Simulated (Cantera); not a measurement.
Charge: 1 mol NiS, 0.45 mol H2, held at 0.230 bar.

Equilibrium computed with Cantera from the NASA thermochemical tables; the gas is ideal and each condensed phase is pure. Candidate condensed phases: Ni, NiS, NiS2, Ni3S2, Ni3S4, S; 9 gas species. Gases not in the tables: S3 to S7. Rates play no part.

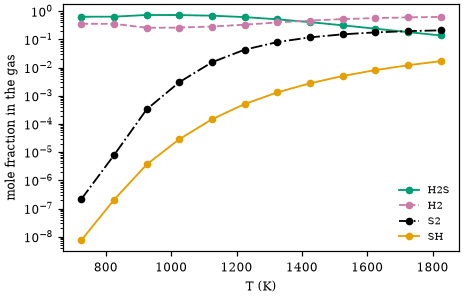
*Equilibrium gas composition (values under 1e-9 drawn at 1e-9)*

**Question.** Read off the mole fractions at 825 K.

**Answer.** H2S about 0.64, H2 about 0.36, S2 about 7.9e-6, SH about 2.0e-7.
